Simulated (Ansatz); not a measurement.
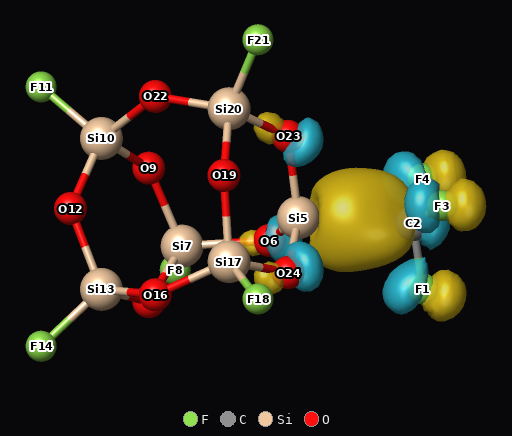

*CF₈O₉Si₆ (charge +1, doublet). The LUMO (β) at ±0.15 Å⁻³ᐟ² (yellow and cyan are the two phases), seen from one side.*

Geometry: r2SCAN-D4/def2-SVP.

Method: UKS PBE0-D4/def2-SVP (Ansatz 0.2.0).

```xyz
24

F     3.4067   -2.0760   -1.2508
C     3.4323   -0.8001   -1.0216
F     4.1455   -0.4569    0.0049
F     3.6288   -0.0706   -2.0754
Si    1.3473   -0.3371   -0.4570
O     0.5889   -0.8026   -1.7937
Si   -1.0919   -0.6897   -1.9717
F    -1.4447   -1.2405   -3.4065
O    -1.4740    0.8854   -1.7371
Si   -2.1409    1.6793   -0.4422
F    -3.1826    2.7716   -0.9028
O    -2.8206    0.5195    0.5038
Si   -2.4454   -1.0703    0.6882
F    -3.7058   -1.9526    1.0394
O    -1.7433   -1.5464   -0.7373
O    -1.3135   -1.2166    1.8765
Si    0.2065   -0.7598    2.2076
F     0.7866   -1.4328    3.5092
O     0.3552    0.8767    2.2281
Si    0.5148    2.0245    1.0629
F     1.3094    3.2881    1.5684
O    -0.9135    2.3956    0.3914
O     1.4145    1.2465   -0.1523
O     1.1397   -1.2352    0.8680
```

### Describe this orbital and give its energy.

By Hirshfeld shares it lies mainly on C2 (about 30 %), Si5 (about 20 %), F4 (about 10 %), F1 (about 10 %) and F3 (about 10 %). Its energy is −11.41 eV.
